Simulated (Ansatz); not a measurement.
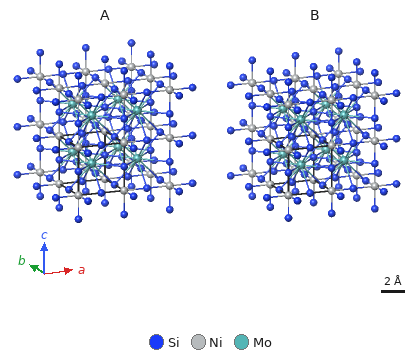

Two geometries of solid Si3NiMo (a generated structure, set up in Pm-3m) (coarse preliminary run), drawn at one scale. One is the start of a relaxation, the other its converged end. The picture is a ball-and-stick view of the cell of the calculation, repeated 2 × 2 × 2 with one cell outlined, seen slightly off an axis.

Method: DFT PBE, scalar-relativistic, plane waves, PAW in Ansatz 0.2.0. Settings: plane-wave cutoff 420 eV; k-point mesh 4 × 4 × 4; occupations gaussian; smearing width 0.1 eV; collinear spin; cell and atoms relaxed; force threshold 0.04 eV/Å; at most 70 steps.

Which one is relaxed?

Answer. Structure A is the relaxed one. After 3 accepted moves (4 points after the start) the energy has fallen by 142 meV per atom. All forces vanish by symmetry, so only the cell relaxes. Pressure: 22.23 GPa at the start and 0.13 GPa at the end. The SCF was repeated once at an unchanged geometry on a basis and grid sized afresh for the cell, which shifted the energy by 1.5 meV per atom at most. No atom moves by more than 0.005 Å relative to the cell. The volume changes by +17.8 %, with a = b = c 4.112 → 4.343 Å (+5.6 %). Some distances before and after: Mo–Si 2.908 → 3.071 Å, Ni–Si 2.056 → 2.172 Å. The space group stays Pm-3m (No. 221). The run took 25 s on 1 thread of Arm Neoverse V1 (shared host), peak memory 0.36 GiB.

Limits of the set-up: the k-point mesh is coarse for a cell with partly filled bands.
